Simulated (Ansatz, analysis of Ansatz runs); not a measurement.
**Reproducing a measured local vibrational mode: B-H pair in alpha-quartz**

Subject: B-H pair in alpha-quartz. Wanted: its local vibrational mode, in one set-up (HSE06, 36-site cell, PBE lattice, 420 eV, k: the zone centre alone). The model is a cell of 36 host atoms with B put on another atom's site and H put in between. The frequencies come from force constants among the defect atom and its neighbours, with the masses of the isotopes named. Exact exchange opens the gap, stiffens bonds and lessens the self-interaction error, at many times the cost.

**The experiment.** O-H stretch, 1H: 3595 cm⁻¹ at 300 K, by diffuse reflectance FTIR with peak fitting (“Structural evolution of water and hydroxyl groups during thermal, mechanical and chemical treatment of high purity natural quartz”, 2020, pmc:9055915).

Calculated with Ansatz 0.2.0; plane-wave PAW DFT, HSE06; relaxation of all atoms of a defect supercell.

## Step 1: The structure

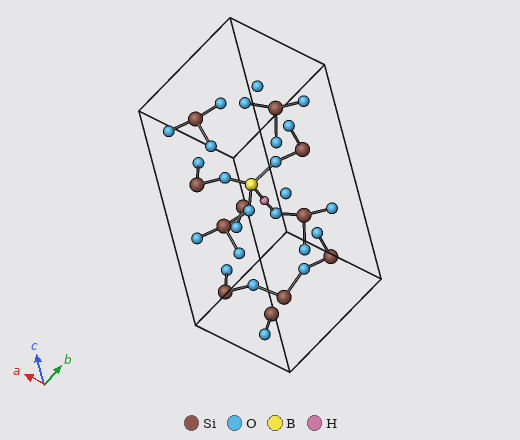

The starting structure, seen from a free direction (silicon brown, oxygen blue, boron yellow, hydrogen pink). Bonds to atoms that aren't drawn are left out.

The cell holds 37 atoms: 11 Si, 24 O, 1 B and 1 H. Its edges and angles: a = 7.452 Å, b = 7.452 Å, c = 10.037 Å, α = 70.3°, β = 70.3°, γ = 71.4°. It derives from SiO2 (space group P3_221). Nearest the centre at fractional (0.451, 0.491, 0.504): H37 at 0.44 Å, B24 at 0.88 Å, O7 at 1.45 Å, O36 at 1.78 Å, O29 at 1.82 Å, O14 at 1.84 Å, Si1 at 2.71 Å, Si20 at 3.16 Å.

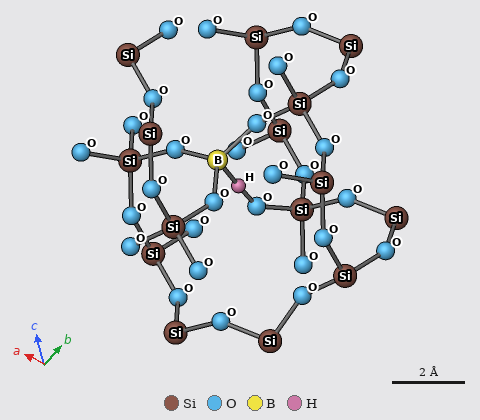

The atoms within 5 Å of the centre.

The host's primitive cell comes from a first run (plane-wave PAW DFT, PBE; relaxation of the host's cell and atoms): vectors of 5.018, 5.018 and 5.509 Å. That is 13.35 Å³ an atom, 6.1 % over the diffraction cell's volume. The supercell is built on it.

## Step 2: Relaxation, charge 0

Every later number rests on the structure around the defect, so the atoms are relaxed at the host's lattice first.

Contents of relax/input.yaml:

```yaml
relax:
  f_tol: 0.01
  max_steps: 80
  random_displacement: { amplitude: 0.02, seed: 659 }
crystal:
  lattice:
    - [-2.50916921, 4.34600856, 5.50897406]
    - [5.01833843, 0.0, 5.50897406]
    - [5.01833843, 8.69201713, 0.0]
  atoms:
    - { symbol: Si, position: [0.095148792, 0.571517875, 0.452425604] }
    - { symbol: Si, position: [0.595148792, 0.071517875, 0.202425604] }
    - { symbol: Si, position: [0.404851208, 0.928482125, 0.035758937] }
    - { symbol: Si, position: [0.904851208, 0.428482125, 0.285758937] }
    - { symbol: Si, position: [0.0, 0.0, 0.261815458] }
    - { symbol: Si, position: [0.5, 0.5, 0.011815458] }
    - { symbol: O, position: [0.290599066, 0.471047161, 0.462811132] }
    - { symbol: O, position: [0.817998507, 0.976285376, 0.219060751] }
    - { symbol: O, position: [0.437678714, 0.023271836, 0.360304077] }
    - { symbol: O, position: [0.937678714, 0.523271836, 0.110304077] }
    - { symbol: O, position: [0.435748604, 0.691868613, 0.074922259] }
    - { symbol: O, position: [0.935748604, 0.191868613, 0.324922259] }
    - { symbol: O, position: [0.182001493, 0.023714624, 0.116202693] }
    - { symbol: O, position: [0.682001493, 0.523714624, 0.366202693] }
    - { symbol: O, position: [0.062321286, 0.476728164, 0.340779352] }
    - { symbol: O, position: [0.562321286, 0.976728164, 0.090779352] }
    - { symbol: O, position: [0.064251396, 0.808131387, 0.388730867] }
    - { symbol: O, position: [0.564251396, 0.308131387, 0.138730867] }
    - { symbol: Si, position: [0.095148792, 0.571517875, 0.952425604] }
    - { symbol: Si, position: [0.595148792, 0.071517875, 0.702425604] }
    - { symbol: Si, position: [0.404851208, 0.928482125, 0.535758937] }
    - { symbol: Si, position: [0.904851208, 0.428482125, 0.785758937] }
    - { symbol: Si, position: [0.0, 0.0, 0.761815458] }
    - { symbol: B, position: [0.549316206, 0.509424313, 0.523063865] }
    - { symbol: O, position: [0.317998507, 0.476285376, 0.969060751] }
    - { symbol: O, position: [0.817998507, 0.976285376, 0.719060751] }
    - { symbol: O, position: [0.437678714, 0.023271836, 0.860304077] }
    - { symbol: O, position: [0.937678714, 0.523271836, 0.610304077] }
    - { symbol: O, position: [0.435748604, 0.691868613, 0.574922259] }
    - { symbol: O, position: [0.935748604, 0.191868613, 0.824922259] }
    - { symbol: O, position: [0.182001493, 0.023714624, 0.616202693] }
    - { symbol: O, position: [0.682001493, 0.523714624, 0.866202693] }
    - { symbol: O, position: [0.062321286, 0.476728164, 0.840779352] }
    - { symbol: O, position: [0.562321286, 0.976728164, 0.590779352] }
    - { symbol: O, position: [0.064251396, 0.808131387, 0.888730867] }
    - { symbol: O, position: [0.564251396, 0.308131387, 0.638730867] }
    - { symbol: H, position: [0.402489, 0.481476, 0.492812] }
basis:
  ecutwfc: 420
  xc_grid: 2
hamiltonian:
  xc: hse06
kpoints:
  mp_grid: { grid: [1, 1, 1] }
scf:
  occupations: { method: fermi_dirac, width: 0.01 }
  max_iter: 120
output:
  forces: true
checkpoint:
  write: "../relax.run"
  compress: false
  write_wavefunctions: true
  write_every: 100000
```

On the command line:

```
$ ansatz run input.yaml --threads 2 --pin off --max-ram 3768MiB --backend cpu --events-out ev --progress --plain --runs-dir out
```

Numbers of over 12 decimals in the logs are rounded to 6 here.

The log of the run:

```text
[... repeated set-up lines and file paths are left out, and long positions are rounded to six places ...]
exact exchange: scf.exx.singularity resolves to wigner_seitz, which cuts the screened interaction at the faces of the exchange supercell's Wigner-Seitz cell, so that each pair interacts once, at the shortest of its separations (the periodic images that this [...]
Engine: ansatz 0.2.0, aarch64-unknown-linux-gnu
Pseudopotentials: kind: paw
Pseudopotential: Si, paw, valence charge 4, recommended cutoff 420 eV (normal), Si.paw.azcp
Pseudopotential: O, paw, valence charge 6, recommended cutoff 420 eV (normal), O.paw.azcp
Pseudopotential: B, paw, valence charge 3, recommended cutoff 420 eV (normal), B.paw.azcp
Pseudopotential: H, paw, valence charge 1, recommended cutoff 420 eV (normal), H.paw.azcp
Functional definition: HSE06
  parameter a = 0.25
  parameter omega = 0.11/bohr
  exchange = pbe_x - a*pbe_x_sr(omega) + a*exact_x_sr(omega)
  correlation = pbe_c
Crystal: 37 atoms, lattice volume = 480.597 Å³
Basis set: ecut = 420 eV, 9403 PW (Γ), exchange–correlation on 100×100×144 points (8 copies of the dense FFT grid, shifted against one another)
Bands: 133, of which v1, the nominal top of the filled ones, is band 96 counted from 1 (95 counted from 0)
Symmetry: 1 space group operations
k-points: 1
Non-local potential: Si, projectors of the file, l = 0: 2, l = 1: 2, l = 2: 2
Non-local potential: O, projectors of the file, l = 0: 2, l = 1: 2, l = 2: 1
Non-local potential: B, projectors of the file, l = 0: 2, l = 1: 2, l = 2: 1
Non-local potential: H, projectors of the file, l = 0: 2, l = 1: 1
PAW form: soft (Blöchl's): semilocal exchange-correlation on the pseudo side does not see the compensation charge
PAW frozen core: Si, regenerated for the run's functional, and the local potential with it (the file was generated under x = pbe(κ = 0.804, μ = 0.219515), c = pbe(β = 0.066725))
PAW frozen core: O, regenerated for the run's functional, and the local potential with it (the file was generated under x = pbe(κ = 0.804, μ = 0.219515), c = pbe(β = 0.066725))
PAW frozen core: B, regenerated for the run's functional, and the local potential with it (the file was generated under x = pbe(κ = 0.804, μ = 0.219515), c = pbe(β = 0.066725))
PAW one-centre angular grid: Si, 110 points (default); XC on 64 Gauss nodes
PAW one-centre angular grid: O, 110 points (default); XC on 96 Gauss nodes
PAW one-centre angular grid: B, 110 points (default); XC on 64 Gauss nodes
PAW one-centre angular grid: H, 110 points (default); XC on 64 Gauss nodes
Initial density: superposition of atomic densities (neutral atoms: chi_scale 0, normalization atom), corrected by the library's trained network
Initial wavefunctions: pseudopotential atomic-orbital guess
Functional: x = pbe(κ = 0.804, μ = 0.219515), c = pbe(β = 0.066725), warm-up for x = pbe(κ = 0.804, μ = 0.219515) + 0.25 (exact − pbe) at short range (hse, ω = 0.207870 Å⁻¹), c = pbe(β = 0.066725); [...]
SCF iter   1: F=—  HF=-20818.852804 eV  |F-HF|=—  |Δ(HF+E_count)|=         —  Δρ=5.32e-3  dr2=1.69e-1  ethr=1.77e-3  ⟨swp⟩=13.0  Hψ=758  notcnv=0
preconditioner: auto → none  [insulator: Δε(μ)=4.037 eV  Ē_g=16.545 eV  σ=0.010 eV  W_gap=1.00  n_scr=102 (ndim 8)  ℏωp=23.5 eV  f_vac=0.153  D(μ)=0.00/eV (n_scr^D=0)]
SCF iter   2: F=—  HF=-20818.808578 eV  |F-HF|=—  |Δ(HF+E_count)|=   4.42e-2  Δρ=3.74e-3  dr2=3.66e-2  ethr=8.80e-5  ⟨swp⟩=7.0  Hψ=452  notcnv=0
SCF iter   3: F=—  HF=-20818.801483 eV  |F-HF|=—  |Δ(HF+E_count)|=   7.09e-3  Δρ=1.42e-3  dr2=4.62e-3  ethr=1.90e-5  ⟨swp⟩=6.0  Hψ=378  notcnv=0
SCF iter   4: F=—  HF=-20818.802106 eV  |F-HF|=—  |Δ(HF+E_count)|=   6.22e-4  Δρ=7.69e-4  dr2=2.43e-3  ethr=2.41e-6  ⟨swp⟩=6.0  Hψ=384  notcnv=0
iter 5 solved again at ethr=3.44e-8 eV; its pass at ethr=1.27e-6 eV (dr2=6.61e-5 eV) is discarded
SCF iter   5: F=—  HF=-20818.802438 eV  |F-HF|=—  |Δ(HF+E_count)|=   3.33e-4  Δρ=1.77e-4  dr2=6.68e-5  ethr=3.44e-8  ⟨swp⟩=2.0  Hψ=560  notcnv=0
SCF iter   6: F=—  HF=-20818.802456 eV  |F-HF|=—  |Δ(HF+E_count)|=   1.80e-5  Δρ=6.76e-5  dr2=9.08e-6  ethr=3.44e-8  ⟨swp⟩=3.0  Hψ=250  notcnv=0
SCF iter   7: F=—  HF=-20818.802461 eV  |F-HF|=—  |Δ(HF+E_count)|=   4.58e-6  Δρ=2.07e-5  dr2=1.04e-6  ethr=4.73e-9  ⟨swp⟩=3.0  Hψ=285  notcnv=0
SCF iter   8: F=—  HF=-20818.802461 eV  |F-HF|=—  |Δ(HF+E_count)|=   3.72e-7  Δρ=6.78e-6  dr2=1.24e-7  ethr=5.43e-10  ⟨swp⟩=3.0  Hψ=281  notcnv=0
SCF iter   9: F=-20818.802461 eV  HF=-20818.802461 eV  |F-HF|=7.73e-9  |Δ(HF+E_count)|=   2.54e-8  Δρ=2.94e-6  dr2=2.48e-8  ethr=6.44e-11  ⟨swp⟩=3.0  Hψ=287  notcnv=0
SCF 1 converged in 9 iterations: F = -20818.802461 eV  dr2 = 2.48e-8
  greatest PAW one-centre occupation: 0.876 electrons in one spin orbital (limit 2), on the O atom at site 6 (counted from 0), in its partial waves of l = 0
Initial density: handed on by an earlier stage of this run
Initial wavefunctions: those handed on with the density
Functional: x = pbe(κ = 0.804, μ = 0.219515) + 0.25 (exact − pbe) at short range (hse, ω = 0.207870 Å⁻¹), c = pbe(β = 0.066725); HSE06 as pw.x's `hse` composes it (authors' and Libxc's form: `xc: wpbeh`)
Exchange kernel: α = 0.2500, screened, ω = 0.2079 Å⁻¹, Wigner–Seitz truncation, v(0) = 764.3003 eV·Å³, q-mesh 1×1×1, nearest image of the exchange supercell L = 7.45 Å, pair-density grid 36×36×45, without the augmentation charges, whose exchange is taken in [...]
Frozen-core exchange: fock
iter 1 solved again at ethr=8.06e-5 eV; its pass at ethr=1.00e-1 eV (dr2=1.55e-1 eV) is discarded
SCF iter   1: F=—  HF=-20821.908484 eV  |F-HF|=—  |Δ(HF+E_count)|=         —  Δρ=7.30e-3  dr2=2.19e-1  ethr=8.06e-5  ⟨swp⟩=6.0  Hψ=727  notcnv=0
SCF iter   2: F=—  HF=-20821.838487 eV  |F-HF|=—  |Δ(HF+E_count)|=   7.00e-2  Δρ=4.08e-3  dr2=3.47e-2  ethr=8.06e-5  ⟨swp⟩=4.0  Hψ=340  notcnv=0
SCF iter   3: F=—  HF=-20821.897087 eV  |F-HF|=—  |Δ(HF+E_count)|=   5.86e-2  Δρ=1.97e-3  dr2=1.34e-2  ethr=1.48e-5  ⟨swp⟩=6.0  Hψ=413  notcnv=0
SCF iter   4: F=—  HF=-20821.892651 eV  |F-HF|=—  |Δ(HF+E_count)|=   4.44e-3  Δρ=3.87e-4  dr2=8.05e-4  ethr=6.79e-6  ⟨swp⟩=3.0  Hψ=278  notcnv=0
SCF iter   5: F=—  HF=-20821.893935 eV  |F-HF|=—  |Δ(HF+E_count)|=   1.28e-3  Δρ=3.65e-4  dr2=6.15e-4  ethr=2.88e-7  ⟨swp⟩=6.0  Hψ=397  notcnv=0
SCF iter   6: F=—  HF=-20821.893805 eV  |F-HF|=—  |Δ(HF+E_count)|=   1.30e-4  Δρ=1.75e-4  dr2=1.65e-4  ethr=2.88e-7  ⟨swp⟩=4.0  Hψ=302  notcnv=0
SCF iter   7: F=-20821.893761 eV  HF=-20821.893767 eV  |F-HF|=5.83e-6  |Δ(HF+E_count)|=   3.86e-5  Δρ=3.66e-5  dr2=6.91e-6  ethr=6.82e-8  ⟨swp⟩=4.0  Hψ=247  notcnv=0
SCF 2 stopped early in 7 iterations: F = -20821.893761 eV  dr2 = 6.91e-6
[...]
SCF iter   4: F=—  HF=-20826.611786 eV  |F-HF|=—  |Δ(HF+E_count)|=   1.46e-8  Δρ=7.56e-7  dr2=2.19e-9  ethr=2.40e-11  ⟨swp⟩=3.0  Hψ=295  notcnv=0
SCF iter   5: F=-20826.611786 eV  HF=-20826.611786 eV  |F-HF|=2.91e-10  |Δ(HF+E_count)|=   6.41e-9  Δρ=4.05e-7  dr2=4.86e-10  ethr=1.46e-12 (applied; sched 1.00e-12)  ⟨swp⟩=3.0  Hψ=322  notcnv=0
SCF 41 converged in 5 iterations: F = -20826.611786 eV  dr2 = 4.86e-10
  Residual-converged pass: ⟨swp⟩=3.0  Hψ=299  notcnv=0  max |occ|·‖R‖ = 2.6e-7 eV (tolerance 4.5e-7 eV)  dr2=4.99e-10  dr2_onsite=2.74e-11  max |Δocc| = 0.0e0
hybrid outer 2: dexx = +6.815e-7 eV, tail = 5.47e-9 eV, Δε = 1.51e-4 eV (about 2.27e-6 eV left of the loop's levels), ΔF = 3.56e-2 eV/Å (tail 2.57e-3)
SCF iter   1: F=—  HF=-20826.611786 eV  |F-HF|=—  |Δ(HF+E_count)|=         —  Δρ=8.21e-7  dr2=1.22e-9  ethr=1.42e-11  ⟨swp⟩=10.0  Hψ=476  notcnv=0
SCF iter   2: F=-20826.611786 eV  HF=-20826.611786 eV  |F-HF|=0.00e0  |Δ(HF+E_count)|=  4.69e-10  Δρ=1.51e-7  dr2=4.47e-11  ethr=1.07e-12 (applied; sched 1.00e-12)  ⟨swp⟩=3.0  Hψ=235  notcnv=0
SCF 42 converged in 2 iterations: F = -20826.611786 eV  dr2 = 4.47e-11
  Residual-converged pass: ⟨swp⟩=3.0  Hψ=301  notcnv=0  max |occ|·‖R‖ = 2.8e-7 eV (tolerance 4.5e-7 eV)  dr2=4.59e-11  dr2_onsite=2.13e-12  max |Δocc| = 0.0e0
hybrid outer 3: dexx = +9.959e-11 eV, tail = 9.45e-11 eV, Δε = 3.24e-6 eV (about 5.10e-7 eV left of the loop's levels), ΔF = 5.83e-4 eV/Å (tail 2.78e-4)
relax step  18: F+E_penalty+E_count = -20826.61178610 eV  Δ(F+E_penalty+E_count) = -3.656e-5 eV  max|allowed force component| = 5.964e-3 eV/Å  Δτ_max = 0.0135 Å  (13 SCF iters, accepted)
hybrid SCF converged: 3 outer / 13 inner (+0 warm-up), last move |dexx| = 9.96e-11 eV, tail = 9.45e-11 eV
Stability not checked: this state was not tested for a lower state beside it, because the functional holds exact exchange (a hybrid, or Hartree-Fock), whose exchange loop this test does not read (fock_operator; see scf.lower_state_search)
Free energy (F): -20826.611786 eV
Harris-Foulkes:  -20826.611786 eV  (|F-HF|=0.00e0)
Internal energy: -20826.611786 eV  (E = F + TS)
E sigma→0 (E₀):  -20826.611786 eV
Fermi energy:    4.311229 eV
--- Per-component energies (eV) ---
  E_band       = -1311.647578
  E_kinetic    = 4869.860941
  E_local      = -12571.481391  (includes V_loc(G=0)·N_el)
  E_nonlocal   = 1398.281689
  E_hartree    = 4562.187714
  E_xc         = -1956.881318
  E_vxc        = -2268.538722  (∫ρ·V_xc dr)
  E_exx        = -553.667712  (= α·E_x^exact, valence–valence)
  E_paw        = -9471.224780  (= ΣΔE_a)
  E_vpaw       = -756.870958  (= ΣTr[D̂ρ^β])
  E_aug_tail   = 0.060859  (compensation charges beyond the density's cutoff)
  E_ewald      = -7102.445115
  E_core_change = -1.302673  (= ΣΔE_core)
  E_smearing   = -0.000000  (= −TS)
  E_closure    = 0.000001  (closes the sum)
  Σ components = -20826.611786   (vs F -20826.611786, Δ=-3.64e-12)
--- Forces (eV/Å), atoms counted from 1 ---
  atom   1  Si     0.00210244    -0.00502395    -0.00435430
  atom   2  Si    -0.00069906    -0.00056865    -0.00174911
  atom   3  Si     0.00239349     0.00138973     0.00293992
  atom   4  Si    -0.00464169    -0.00003990     0.00596469
  atom   5  Si     0.00099873    -0.00297841    -0.00118507
  atom   6  Si    -0.00240799    -0.00082621    -0.00285408
  atom   7  O     -0.00213009     0.00374222     0.00273965
  atom   8  O      0.00024086     0.00085026     0.00059769
  atom   9  O      0.00072124     0.00248329    -0.00192065
  atom  10  O      0.00403838    -0.00493780    -0.00147980
  atom  11  O     -0.00062887    -0.00125669     0.00038733
  atom  12  O     -0.00040817     0.00053198    -0.00238932
  atom  13  O     -0.00116685     0.00191224    -0.00229876
  atom  14  O     -0.00072598     0.00141770     0.00338664
  atom  15  O      0.00325945    -0.00040590    -0.00428275
  atom  16  O     -0.00259473    -0.00162302    -0.00038408
  atom  17  O      0.00077484     0.00299082     0.00262029
  atom  18  O     -0.00035865     0.00082748     0.00291543
  atom  19  Si     0.00054795     0.00434166    -0.00328170
  atom  20  Si     0.00071840     0.00200495    -0.00050578
  atom  21  Si    -0.00225201    -0.00129360     0.00197730
  atom  22  Si     0.00122837    -0.00297708    -0.00139985
  atom  23  Si     0.00239910    -0.00164384     0.00043176
  atom  24  B     -0.00275079     0.00044441    -0.00347323
  atom  25  O      0.00000917    -0.00173133     0.00379881
  atom  26  O     -0.00112118     0.00221105     0.00222058
  atom  27  O      0.00267801    -0.00262575    -0.00162151
  atom  28  O     -0.00177064     0.00143930     0.00197391
  atom  29  O      0.00282923    -0.00094230     0.00016934
  atom  30  O      0.00092423     0.00091251     0.00052842
  atom  31  O     -0.00264109     0.00200550     0.00012814
  atom  32  O      0.00045767     0.00196245    -0.00071288
  atom  33  O     -0.00193538    -0.00041267     0.00091359
  atom  34  O      0.00170173    -0.00074378     0.00067915
  atom  35  O     -0.00008175    -0.00021380     0.00041860
  atom  36  O      0.00031248    -0.00144122     0.00022057
  atom  37  H      0.00002066     0.00020191    -0.00109720
  max |Σ_I F_I| component: 4.15e-5 eV/Å
--- Band table (eV) ---
  k-point 0: bands = ["-20.4356", "-19.9601", "-19.9033", "-19.8783", [... 112 left out ...] "12.7870", "12.8101", "12.9615", "13.0356"]
  guard bands above this table: 13 of the run's 133 bands. The solve was not asked for them (output.publish_guard_bands: true or output.eigenvalues: true publishes all)
--- Relaxed structure (18 steps of the walk, 18 accepted, 0 SCFs on fresh bases) ---
  F+E_penalty+E_count = -20826.61178610 eV   max|allowed force component| = 5.964e-3 eV/Å
  atoms:
    - { symbol: Si, position: [0.079384, 0.577769, 0.454189] }
    - { symbol: Si, position: [0.590600, 0.073487, 0.200528] }
    - { symbol: Si, position: [0.412372, 0.932123, 0.025084] }
    - { symbol: Si, position: [0.910039, 0.423629, 0.289124] }
    - { symbol: Si, position: [0.003572, 0.002610, 0.249450] }
    - { symbol: Si, position: [0.488231, 0.495731, 0.008652] }
    - { symbol: O, position: [0.290296, 0.476228, 0.490069] }
    - { symbol: O, position: [0.817492, 0.999164, 0.203835] }
    - { symbol: O, position: [0.453876, 0.005656, 0.362303] }
    - { symbol: O, position: [0.926752, 0.530722, 0.117417] }
    - { symbol: O, position: [0.450625, 0.698847, 0.048756] }
    - { symbol: O, position: [0.950547, 0.191224, 0.311918] }
    - { symbol: O, position: [0.187690, 0.013845, 0.106807] }
    - { symbol: O, position: [0.698094, 0.509256, 0.386627] }
    - { symbol: O, position: [0.067636, 0.469549, 0.343526] }
    - { symbol: O, position: [0.558947, 0.975688, 0.091495] }
    - { symbol: O, position: [0.055271, 0.808595, 0.376685] }
    - { symbol: O, position: [0.535104, 0.310299, 0.143265] }
    - { symbol: Si, position: [0.075474, 0.579753, 0.956888] }
    - { symbol: Si, position: [0.603812, 0.091517, 0.693006] }
    - { symbol: Si, position: [0.431567, 0.908346, 0.534959] }
    - { symbol: Si, position: [0.898452, 0.428319, 0.781150] }
    - { symbol: Si, position: [0.012448, -0.005664, 0.752508] }
    - { symbol: B, position: [0.590958, 0.502310, 0.527726] }
    - { symbol: O, position: [0.297831, 0.487218, 0.970322] }
    - { symbol: O, position: [0.825148, 0.993030, 0.707097] }
    - { symbol: O, position: [0.451491, 0.044077, 0.852694] }
    - { symbol: O, position: [0.915528, 0.544901, 0.610222] }
    - { symbol: O, position: [0.495875, 0.671622, 0.570697] }
    - { symbol: O, position: [0.974648, 0.196640, 0.793755] }
    - { symbol: O, position: [0.203870, -0.029998, 0.618468] }
    - { symbol: O, position: [0.672865, 0.482846, 0.867724] }
    - { symbol: O, position: [0.035894, 0.489511, 0.846014] }
    - { symbol: O, position: [0.561823, 0.994052, 0.588649] }
    - { symbol: O, position: [0.043123, 0.814253, 0.893808] }
    - { symbol: O, position: [0.577921, 0.326907, 0.631937] }
    - { symbol: H, position: [0.287392, 0.444934, 0.591486] }
```

The job ended after 7.9 min (2 threads of Arm Neoverse V1, shared host; peak memory 0.82 GiB).

(Continued in part 2 of 2.)

[Logs are printed without paths, hosts, clocks, repeated set-up lines and the standing remarks that a program may print on its own settings, such as how far it seeks lower states.]

[Hosts, paths, dates, database ids (printed as entryN), source tags and the programs' standing remarks are cut or masked in the printed files.]

[For some hosts the program warned that the k-mesh of the response run may be too coarse for force constants and the static dielectric constant; such warnings are not shown here.]
